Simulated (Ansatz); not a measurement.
## Fe (bcc, W type): scan of one atom of the cell

Relaxed Fe (bcc, W type):

```xyz
2
Lattice="-2.8650 2.8650 2.8650 1.4325 -1.4325 1.4325 1.4325 1.4325 -1.4325" Properties=species:S:1:pos:R:3 pbc="T T T"
Fe     0.0000     0.0000     0.0000
Fe    -1.4325     1.4325     1.4325
```

In this cell atom 1 (Fe, nearest neighbour Fe at 2.481 Å; its periodic images, 2.5 Å or more away, move with it) is moved by s along Cartesian x, unit vector (1.000, 0.000, 0.000); all other atoms and the cell stay fixed.

Method: r2SCAN (plane waves to 500 eV, PAW, scalar-relativistic; Ansatz, a program for electronic structure). k mesh 9×18×18 (Γ-centred), Fermi-Dirac smearing 0.05 eV. The energy includes the smearing's −TS. With partly filled bands, energies and forces of such displacements shift with the k mesh and the smearing. On this mesh the relaxed cell isn't quite at rest: it carries a pressure of -0.2 GPa (compression positive) at the zero of the scan. Fe was relaxed with its symmetry unable to fall. Relaxed Fe ends ferromagnetic. The PAW data are Ansatz's earlier set. The magnetic order is the one the run started from; other orders were not tried. The zero of ΔE is the undisplaced structure.

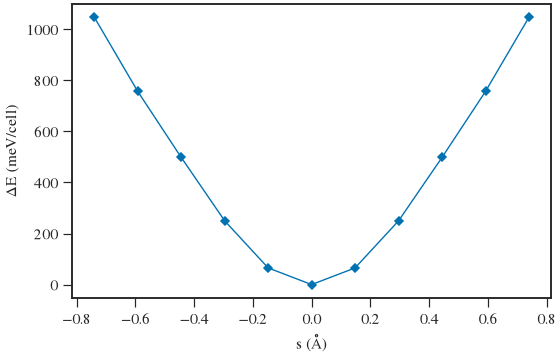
Figure: ΔE (meV/cell) against s (Å); computed points joined by lines.

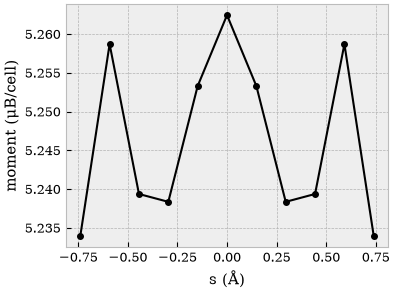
Figure. Moment (μB/cell) against s (Å); computed points joined by lines.

The energy at s = 0.740 Å comes out as 1048 meV/cell and the force constant k = d²E/ds² at s = 0 (finite differences) is 6.12 eV/Å². Shape of the curve: a single well with its minimum at or next to zero displacement. Symmetry of the curve: even: the same for both signs. Harmonic estimate at the end of the scan: ½ks² = 1675 meV/cell against the computed 1048 meV/cell, so the well is softer than harmonic there.

With its periodic images moving along, the atom's site symmetry in this cell is mmm.

(A displaced cell: forces are minus the slopes of the energy, force constants its curvatures, and phonons follow from these.)
